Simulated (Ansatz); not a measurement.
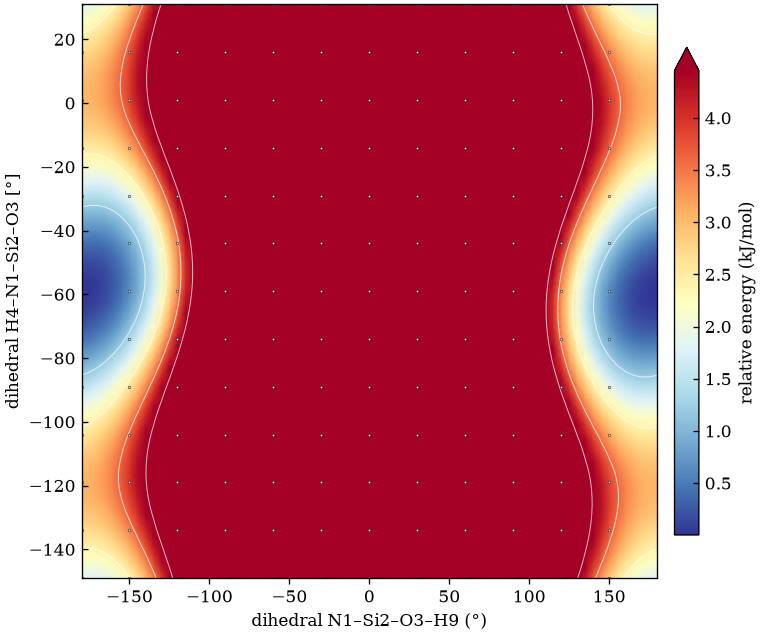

H6NOSi, SMILES [NH3+][SiH2]O, charge +1. 
- First axis: dihedral N1–Si2–O3–H9. Second axis: dihedral H4–N1–Si2–O3.
- Nothing is relaxed (all other coordinates rigid).
- Grid: 12 × 13 points; 94 points were computed and 62 follow by symmetry.
- Energies are in kJ/mol, from the lowest grid point.
- All numbers below come from RKS CAM-B3LYP-D4/def2-TZVP (Ansatz 0.2.0).

Drawn: a smooth colour map with a few white contour lines, dots at the grid points, one colour for all values above the top of the scale. Between grid points the surface is interpolated.

Estimate the position of the minimum and the force constants in these coordinates.

Answer. The interpolated minimum is at dihedral N1–Si2–O3–H9 ≈ −180°, dihedral H4–N1–Si2–O3 ≈ −59°. The curvatures there are about 0.042 eV/rad² and 0.14 eV/rad², with a cross term of about −0.019 eV/rad². Round the minimum the valley is somewhat tilted: raising dihedral N1–Si2–O3–H9 shifts the best value of dihedral H4–N1–Si2–O3 upwards (coupling k₁₂/√(k₁₁k₂₂) about −0.3). (1 eV is 96.5 kJ/mol.)
